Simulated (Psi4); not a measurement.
**SnH3O2 (SMILES [OH][SnH][OH]): USVWN5/def2-SVPD (core potential)**

What is the vertical electron affinity of SnH3O2 at USVWN5/def2-SVPD (core potential)? 

The calculation is run with Psi4 1.11.

8 further runs of the same task are left out: 6 that didn't finish, 2 set aside as unsound or not needed.

## Step 1: The structure to begin with

The species is SnH3O2 (6 atoms), meant as a doublet with charge 0. SMILES: `[OH][SnH][OH]`. The shape is that of a PBE0-D4/def2-TZVP optimisation. This is one conformer, not always the lowest.

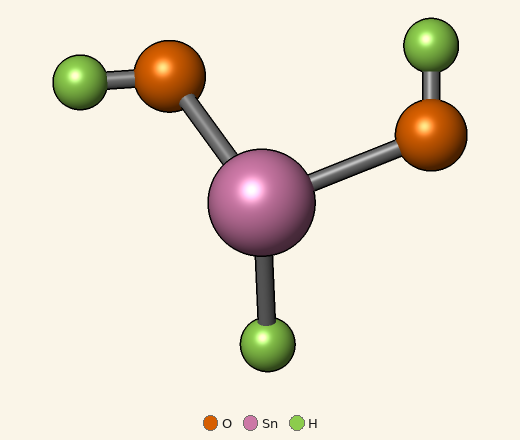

Viewed from a chosen angle; oxygen orange, tin pink, hydrogen green.

## Step 2: The energy at USVWN5/def2-SVPD (core potential)

Contents of h3o2sn.xyz:

```xyz
6
H3O2Sn
O     -1.248300    -0.684700    -0.233400
Sn     0.417000     0.302500    -0.639600
O      1.413900    -0.038300     1.016700
H     -1.852000    -0.783400    -0.973600
H      0.128600     2.026100    -0.624300
H      1.182700    -0.886000     1.408100
```

Contents of job.py:

```python
import psi4

psi4.set_memory(2200000000)
psi4.set_num_threads(1)
psi4.set_output_file('run.log', False)

with open('h3o2sn.xyz') as f:
    atoms = ''.join(f.readlines()[2:])
molecule = psi4.geometry('0 2\n' + atoms + 'symmetry c1\nno_reorient\nno_com')

psi4.set_options({
    'basis': 'def2-SVPD',
    'reference': 'uks',
    'puream': True,
    'e_convergence': 1e-09,
    'd_convergence': 1e-08,
    'scf_type': 'pk',
    'dft_radial_points': 99,
    'dft_spherical_points': 590,
    'maxiter': 100,
})

result, w = psi4.energy("scf", dft_functional={"name": "SVWN5", "x_functionals": {"LDA_X": {}}, "c_functionals": {"LDA_C_VWN": {}}}, return_wfn=True)
psi4.oeprop(w, "LOWDIN_CHARGES", "QUADRUPOLE", "DIPOLE", title="SCF")
print(f'total energy {result:.8f} hartree = {result * 27.211386:.5f} eV')
for k, v in sorted(psi4.core.scalar_variables().items()):
    print(f'{k:45s} {v:18.10f}')
```

The run is started by

```console
$ python job.py
```

run.log:

```text
[...]
    !!!  WARNING: ECP capability is in beta. Please check occupations closely.  !!!
[...]
  Running in c1 symmetry.
[...]
  Nuclear repulsion =  136.297544318308439
[...]
  Multiplicity = 2
[...]
  Nalpha       = 21
  Nbeta        = 20
[...]
    Number of basis functions: 102
[...]
   @UKS iter   1:  -364.41219871654062   -7.59152e-01   1.16767e-02 DIIS/ADIIS
[...]
   @UKS iter  14:  -365.02064766191222   -1.81899e-12   4.50417e-09 DIIS
[...]
   @S^2 Observed:                7.515217724E-01
[...]
    Orbital Energies [Eh]
    ---------------------
    Alpha Occupied:
       1A    -18.620420     2A    -18.617364     3A     -4.896855
       4A     -3.281497     5A     -3.280830     6A     -3.279082
       7A     -0.976445     8A     -0.965183     9A     -0.954057
      10A     -0.952826    11A     -0.952708    12A     -0.874751
      13A     -0.851828    14A     -0.500955    15A     -0.432649
      16A     -0.379423    17A     -0.324322    18A     -0.308486
      19A     -0.285611    20A     -0.275714    21A     -0.197663
    Alpha Virtual:
      22A     -0.054598    23A     -0.040079    24A     -0.011380
      25A      0.012431    26A      0.039777    27A      0.056277
[...]
  @UKS Final Energy:  -365.02064766191222
   => Energetics <=
    Nuclear Repulsion Energy =            136.2975443183084394
    One-Electron Energy =                -856.6896610011884832
    Two-Electron Energy =                 390.2126139942937471
    DFT Exchange-Correlation Energy =     -34.8411449733259673
    Empirical Dispersion Energy =           0.0000000000000000
    VV10 Nonlocal Energy =                  0.0000000000000000
    Total Energy =                       -365.0206476619122213
[...]
 Multipole Moments:
 ------------------------------------------------------------------------------------
     Multipole            Electronic (a.u.)      Nuclear  (a.u.)        Total (a.u.)
 ------------------------------------------------------------------------------------
 L = 1.  Multiply by 2.5417464519 to convert [e a0] to [Debye]
 Dipole X            :        -19.0721460           18.8180817           -0.2540643
 Dipole Y            :         -2.3994315            2.3200168           -0.0794147
 Dipole Z            :         14.2582708          -15.1076045           -0.8493337
 Magnitude           :                                                    0.8900691
 L = 2.  Multiply by 1.3450342976 to convert [e a0^2] to [Debye ang]
 Quadrupole XX       :       -161.3005521          132.5925945          -28.7079576
 Quadrupole XY       :        -35.9585649           35.1505096           -0.8080553
[...]
```

The script printed:

```text
total energy -365.02064766 hartree = -9932.71774 eV
CURRENT ENERGY                                   -365.0206476619
CURRENT REFERENCE ENERGY                         -365.0206476619
DD SOLVATION ENERGY                                 0.0000000000
DFT FUNCTIONAL TOTAL ENERGY                      -365.0206476619
DFT TOTAL ENERGY                                 -365.0206476619
DFT VV10 ENERGY                                     0.0000000000
DFT XC ENERGY                                     -34.8411449733
GRID ELECTRONS ALPHA                               21.0000003850
GRID ELECTRONS BETA                                20.0000003641
GRID ELECTRONS TOTAL                               41.0000007491
NUCLEAR REPULSION ENERGY                          136.2975443183
ONE-ELECTRON ENERGY                              -856.6896610012
PCM POLARIZATION ENERGY                             0.0000000000
PE ENERGY                                           0.0000000000
SCF ITERATION ENERGY                             -365.0206476619
SCF ITERATIONS                                     14.0000000000
SCF TOTAL ENERGY                                 -365.0206476619
TWO-ELECTRON ENERGY                               390.2126139943
XC GRID RADIAL POINTS                              99.0000000000
XC GRID SPHERICAL POINTS                          590.0000000000
XC GRID TOTAL POINTS                           337526.0000000000
```

It took 14 s on 1 thread of Intel Xeon 6975P-C (Granite Rapids), shared host; peak memory 0.65 GiB.

## Step 3: The singlet anion

Contents of job.inp:

```
memory 2200 MB

molecule m {
  -1 1
  O     -1.248300    -0.684700    -0.233400
  Sn     0.417000     0.302500    -0.639600
  O      1.413900    -0.038300     1.016700
  H     -1.852000    -0.783400    -0.973600
  H      0.128600     2.026100    -0.624300
  H      1.182700    -0.886000     1.408100
  symmetry c1
}

set {
  basis                def2-SVPD
  puream               true
  e_convergence        1e-09
  d_convergence        1e-08
  scf_type             pk
  dft_radial_points    99
  dft_spherical_points 590
}

energy('scf', dft_functional={"name": "SVWN5", "x_functionals": {"LDA_X": {}}, "c_functionals": {"LDA_C_VWN": {}}})
print_variables()
```

The run is started by

```console
$ psi4 -n 1 job.inp job.out
```

job.out:

```text
[...]
    !!!  WARNING: ECP capability is in beta. Please check occupations closely.  !!!
[...]
  Running in c1 symmetry.
[...]
  Nuclear repulsion =  136.297544318308439
[...]
  Multiplicity = 1
[...]
  Nalpha       = 21
  Nbeta        = 21
[...]
    Number of basis functions: 102
[...]
   @RKS iter   1:  -364.28027775302792   -6.30647e-01   1.28214e-02 DIIS/ADIIS
[...]
   @RKS iter  14:  -365.08420891999310   -1.64846e-12   2.49245e-09 DIIS
[...]
    Orbital Energies [Eh]
    ---------------------
    Doubly Occupied:
       1A    -18.407635     2A    -18.407140     3A     -4.652714
       4A     -3.038497     5A     -3.036872     6A     -3.032896
       7A     -0.741286     8A     -0.725610     9A     -0.710633
      10A     -0.707814    11A     -0.707165    12A     -0.660684
      13A     -0.638731    14A     -0.285295    15A     -0.229008
      16A     -0.162642    17A     -0.110612    18A     -0.098238
      19A     -0.079864    20A     -0.070076    21A      0.038583
[...]
  @RKS Final Energy:  -365.08420891999310
   => Energetics <=
    Nuclear Repulsion Energy =            136.2975443183084394
    One-Electron Energy =                -865.8357512285817847
    Two-Electron Energy =                 399.5436163705043100
    DFT Exchange-Correlation Energy =     -35.0896183802239960
    Empirical Dispersion Energy =           0.0000000000000000
    VV10 Nonlocal Energy =                  0.0000000000000000
    Total Energy =                       -365.0842089199931024
[...]
 Multipole Moments:
 ------------------------------------------------------------------------------------
     Multipole            Electronic (a.u.)      Nuclear  (a.u.)        Total (a.u.)
 ------------------------------------------------------------------------------------
 L = 1.  Multiply by 2.5417464519 to convert [e a0] to [Debye]
 Dipole X            :          6.9379953           -7.2405098           -0.3025145
 Dipole Y            :         10.0085497          -10.2161760           -0.2076263
 Dipole Z            :        -17.3976898           17.0770848           -0.3206049
 Magnitude           :                                                    0.4872486
[...]
```

Wall time 8.4 s (1 thread of Intel Xeon 6975P-C (Granite Rapids), shared host); peak memory 0.65 GiB.

## Step 4: Results

At USVWN5/def2-SVPD (core potential):

| quantity | value |
| --- | --- |
| doublet SnH3O2: total energy | -365.02065 Eh |
| doublet SnH3O2: dipole moment | 2.26 D |
| doublet SnH3O2: HOMO energy (highest over α and β) | -5.38 eV |
| doublet SnH3O2: LUMO energy (lowest over α and β) | -4.62 eV |
| doublet SnH3O2: ⟨S²⟩ | 0.752 |
| singlet anion: total energy | -365.08421 Eh |
| singlet anion: HOMO energy | 1.05 eV |
| singlet anion: LUMO energy | 3.43 eV |
| singlet anion: HOMO–LUMO gap (to an unbound level, set by the basis) | 2.38 eV |
| vertical electron affinity (to the singlet anion) | 1.730 eV |

In words: At fixed nuclei the extra electron is bound by 1.73 eV (167 kJ/mol). The HOMO (singlet anion) lies at positive energy, 1.05 eV, as semi-local functionals often give for anions; only total energies tell whether the electron is bound.
